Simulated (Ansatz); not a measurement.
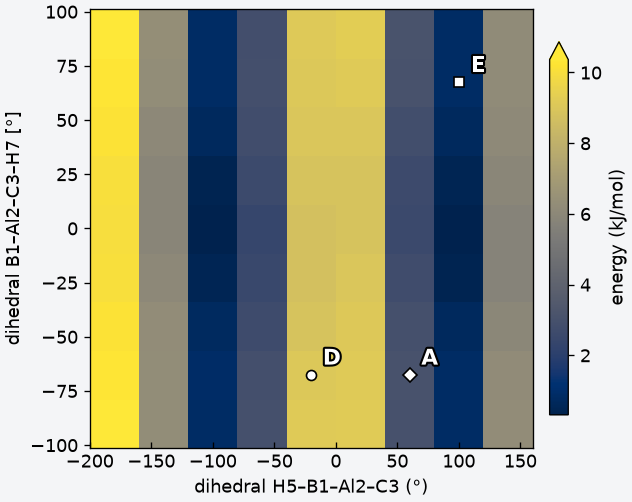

CH₅AlBF, SMILES [BH2][Al]([CH3])[F]. 
- The first coordinate is: dihedral H5–B1–Al2–C3; the second: dihedral B1–Al2–C3–H7.
- Nothing is relaxed (all other coordinates rigid).
- The scan uses a 9 × 9 grid.
- All energies are given in kJ/mol relative to the relaxed molecule at the same level.
- These are results of RKS B3LYP-D4/def2-TZVP (Ansatz), not measurements.

The picture shows one coloured cell a grid point, one colour for all values above the top of the scale, lettered points.

> Rank the lettered points by energy, lowest first.

E (0.8 kJ/mol), A (3.0 kJ/mol), D (9.1 kJ/mol).
